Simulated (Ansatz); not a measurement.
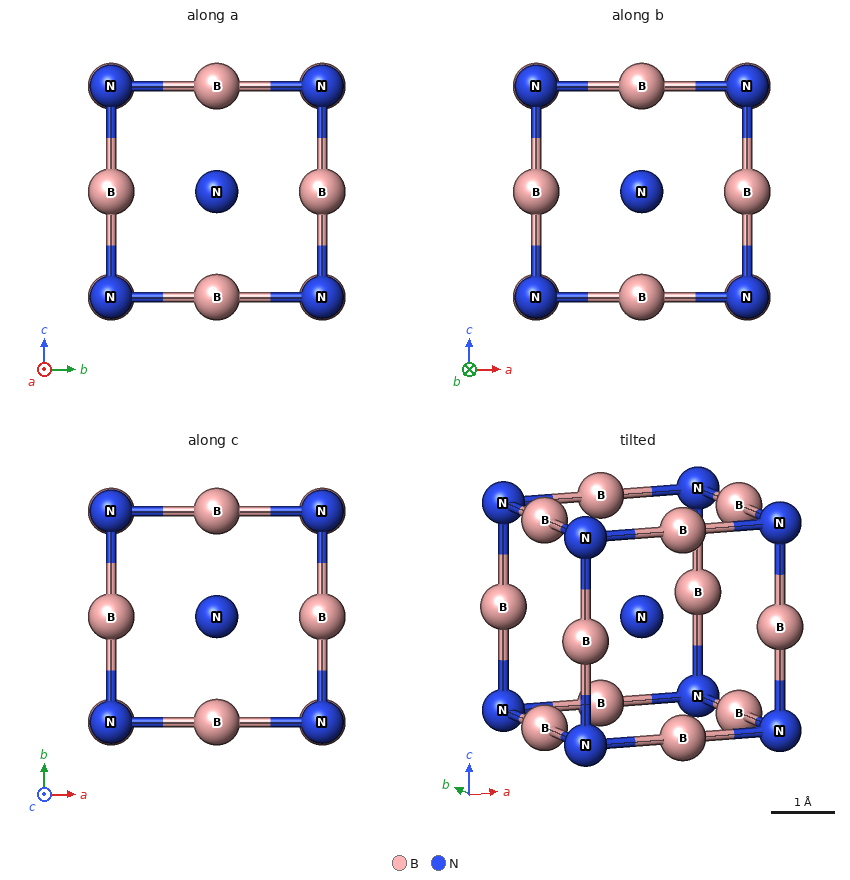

The crystal in a ball-and-stick representation, seen along the a axis, along the b axis, along the c axis and slightly off an axis. The conventional unit cell is drawn as a box.

Lattice parameters: a = 3.355 Å, b = 3.355 Å, c = 3.355 Å, α = 90.00°, β = 90.00°, γ = 90.00°. Put a along x and b in the xy plane.

Express the structure as a POSCAR file.

Answer.
```
B N
1.0
     3.355    0.000    0.000
     0.000    3.355    0.000
     0.000    0.000    3.355
B N
3 2
Direct
  0.5000 0.0000 0.0000
  0.0000 0.5000 0.0000
  0.0000 0.0000 0.5000
  0.5000 0.5000 0.5000
  0.0000 0.0000 0.0000
```

The model was built from a random cell made by a generator, so it need not be a real form of the compound. Earlier steps of the study, as a rule a relaxation of our own, may have changed the cell and positions, so they can lie some per cent off the listed ones. Ansatz was used for an electronic-structure calculation on it.
